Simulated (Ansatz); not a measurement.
A series of calculations on SiH₂Cl

**1. Relaxation**

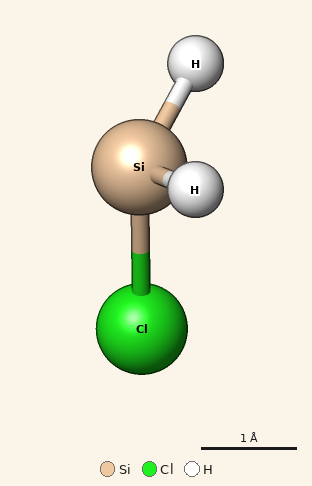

This is the input geometry for a relaxation of SiH2Cl (multiplicity 2). A ball-and-stick model, seen from a free direction.

All numbers below come from Ansatz, UKS PBE0-D4/def2-TZVP.

The input:
```yaml
crystal:
  periodic: [false, false, false]
  atoms:
    - {symbol: Si, position_ang: [-0.283580, 0.237700, 0.131590]}
    - {symbol: Cl, position_ang: [1.597690, -0.059610, 0.811090]}
    - {symbol: H, position_ang: [-1.065000, -0.978280, 0.263310]}
    - {symbol: H, position_ang: [-0.249110, 0.800200, -1.205980]}
basis:
  gaussian: {orbitals: def2-TZVP}
magnetization: {spin_polarized: true, initial_magnetization: 1}
hamiltonian: {xc: pbe0, dispersion: d4}
relax: {f_tol: 0.005, max_steps: 200}
```

Q: Where does the relaxation end?

A: After 3 geometry steps the energy has fallen by 4.37 kJ/mol. Largest force component: 0.65 eV/Å at the start, 0.0031 eV/Å at the end. Si1 moves most after the best rigid fit: 0.058 Å. By element the largest moves are Si 0.058 Å, H 0.025 Å, Cl 0.021 Å. Among the contacts that change: Si1–H3 1.451 → 1.487 Å, Si1–Cl2 2.022 → 2.053 Å. Among the angles between lasting bonds that change: H3–Si1–H4 114.9° → 111.2°. The run took roughly 9 core-seconds on a shared host.

Step by step:

```json
{"step": "0", "E − E(0), kJ/mol": "0.00", "largest force component, eV/Å": "0.6497"}
{"step": "1", "E − E(0), kJ/mol": "-4.07", "largest force component, eV/Å": "0.1718"}
{"step": "2", "E − E(0), kJ/mol": "-4.35", "largest force component, eV/Å": "0.0395"}
{"step": "3", "E − E(0), kJ/mol": "-4.37", "largest force component, eV/Å": "0.0031"}
```

The structure at the end:

```xyz
4

Si   -0.3027    0.2780    0.1688
Cl    1.6163   -0.0695    0.8111
H    -1.0653   -0.9966    0.2476
H    -0.2483    0.7881   -1.2274
```

The end point in the same view:

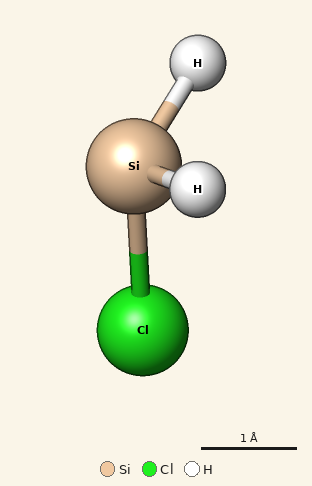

**2. Scan**

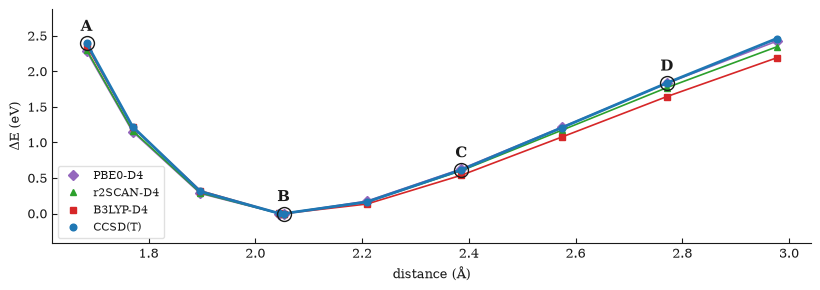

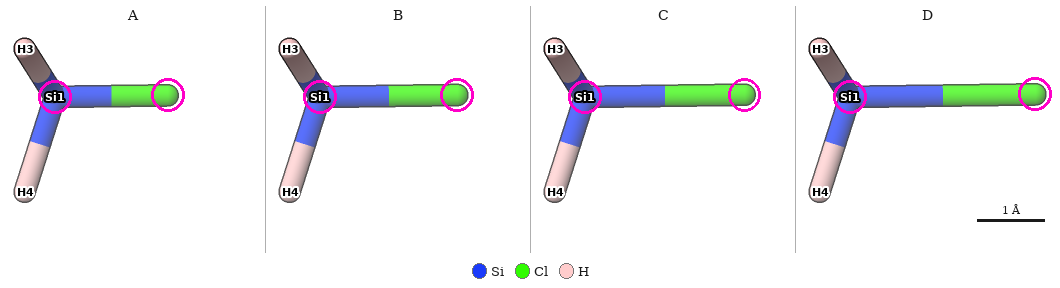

A scan of SiH2Cl (multiplicity 2): the Si–Cl bond length is varied, with the rest of the molecule carried along rigidly. The lettered frames are marked on the plot, at the values of CCSD(T). The picture is a stick view, seen at a tilt. The ringed atoms are those of the scanned coordinate.

Levels of theory: CCSD(T), B3LYP-D4, r2SCAN-D4, PBE0-D4 (def2-TZVPP, Ansatz), on geometries moved rigidly from the minimum at PBE0-D4/def2-TZVP. Coupled cluster with a frozen core. Energies are counted from the PBE0-D4/def2-TZVP minimum geometry at the same level.

Describe the profile.

Answer. With CCSD(T): the lowest computed point lies at the distance 2.053 Å (0.000 eV). At the ends of the scan the energy is 2.395 eV (1.684 Å) and 2.462 eV (2.977 Å). The curvature at the lowest point is about 19 eV/Å² (3.1 mdyn/Å). The well is steeper on the short side, as for any bond. At 2.977 Å the levels give B3LYP-D4 2.190 eV, r2SCAN-D4 2.345 eV, PBE0-D4 2.425 eV, CCSD(T) 2.462 eV. Closest to CCSD(T) there is PBE0-D4. ⟨S²⟩ varies from 0.75 to 0.94, most between 2.771 Å and 2.977 Å, a sign that the unrestricted solution changes its character.

**3. Scan**

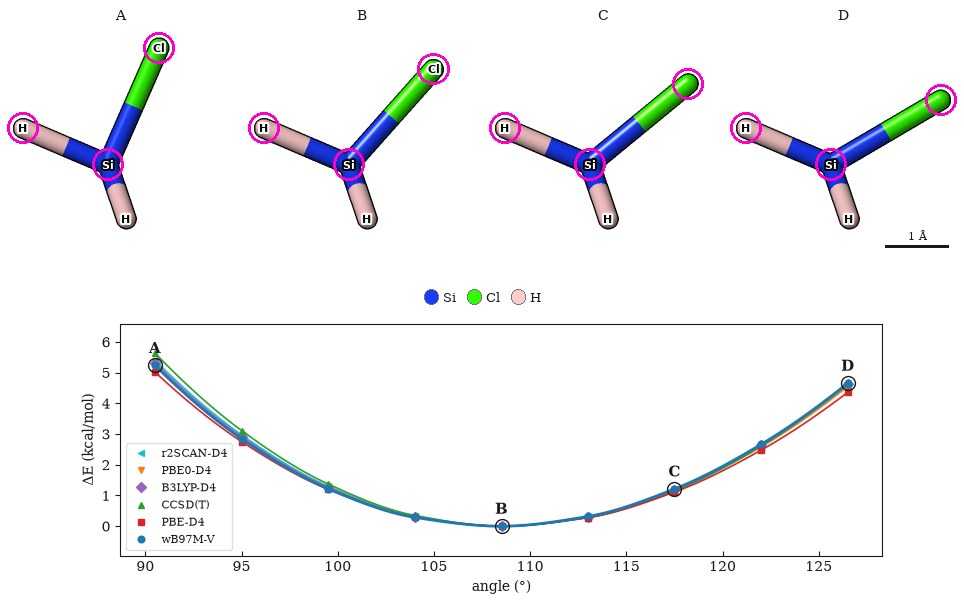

SiH₂Cl (multiplicity 2): one Cl–Si–H angle is varied, with the rest of the molecule carried along rigidly. The lettered frames are marked on the plot, at the values of wB97M-V. Style: stick. Shown onto the plane of the angle. The ringed atoms are those of the scanned coordinate.

Levels of theory: wB97M-V, PBE-D4, CCSD(T), B3LYP-D4, PBE0-D4, r2SCAN-D4 (def2-TZVPP, Ansatz), on geometries moved rigidly from the minimum at PBE0-D4/def2-TZVP. Coupled cluster with a frozen core. Energies are counted from the PBE0-D4/def2-TZVP minimum geometry at the same level.

Question: Describe the profile.

Answer: With wB97M-V: of the computed points the lowest is at the angle 108.5°, 0.00 kcal/mol. At the ends of the scan the energy is 5.23 kcal/mol (90.5°) and 4.66 kcal/mol (126.5°). The curvature at the lowest point is about 4.3 eV/rad². At 90.5° the levels give PBE-D4 5.02 kcal/mol, wB97M-V 5.23 kcal/mol, PBE0-D4 5.28 kcal/mol, B3LYP-D4 5.33 kcal/mol, r2SCAN-D4 5.40 kcal/mol, CCSD(T) 5.63 kcal/mol. Closest to CCSD(T) there is r2SCAN-D4.

The computed points:

Energies in kcal/mol.

```tsv
angle (°)	wB97M-V	PBE-D4	CCSD(T)	B3LYP-D4	PBE0-D4	r2SCAN-D4
90.5	5.23	5.02	5.63	5.33	5.28	5.40
95.0	2.85	2.76	3.12	2.92	2.90	2.97
99.5	1.22	1.20	1.37	1.27	1.26	1.30
104.0	0.29	0.29	0.35	0.31	0.31	0.33
108.5	0.00	0.00	0.00	0.00	0.00	0.00
113.0	0.32	0.28	0.28	0.30	0.29	0.29
117.5	1.21	1.11	1.16	1.19	1.16	1.16
122.0	2.66	2.47	2.61	2.64	2.58	2.59
126.5	4.66	4.36	4.63	4.63	4.55	4.57
```
